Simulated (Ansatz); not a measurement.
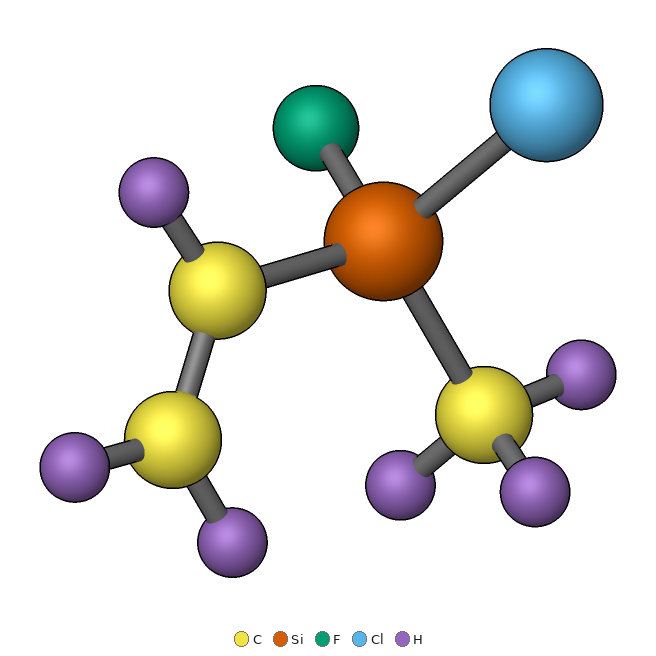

(Drawn from a calculation with Ansatz.)

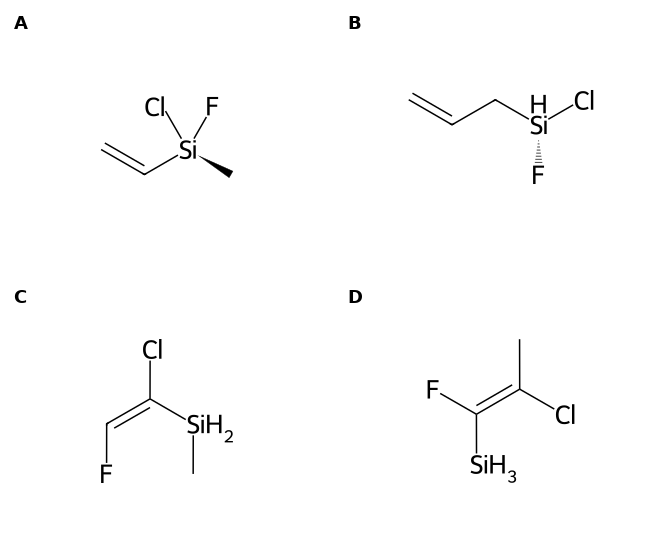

Which structural formula matches the 3D model?

A, `C=C[Si@@](C)(F)Cl`.
